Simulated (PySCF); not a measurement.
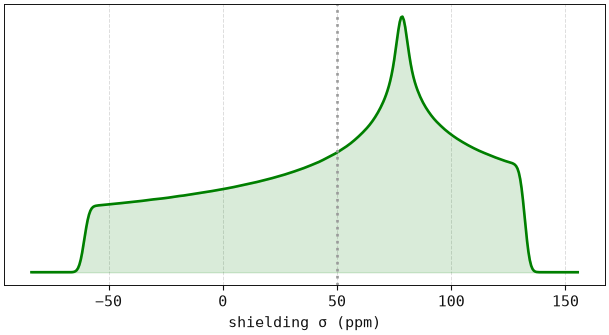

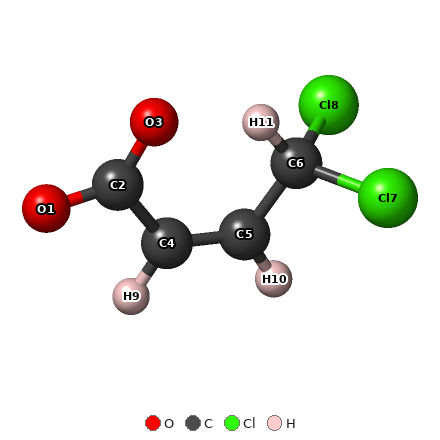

Static powder pattern (¹³C) from GIAO shielding tensors of C₄H₃Cl₂O₂⁻, SMILES O=C([O-])/C=C\C(Cl)Cl, PBE0/pcSseg-1 with PySCF, at a GFN2-xTB geometry (no frequency check); absolute shielding, one fixed geometry of the isolated molecule without any motion, no dipolar terms. The dotted line is the isotropic value; skew is 3(σiso − σ22)/span.

> The pattern belongs to C5. Give the principal values, span and skew.

C5: σ11, σ22, σ33 = −61, 78, 132 ppm, isotropic 50, span 193 ppm, skew −0.44.

Note: the tight-binding geometry is rougher than a DFT one and adds to the error; an anion in a basis that has no diffuse functions; one conformer of a flexible molecule.
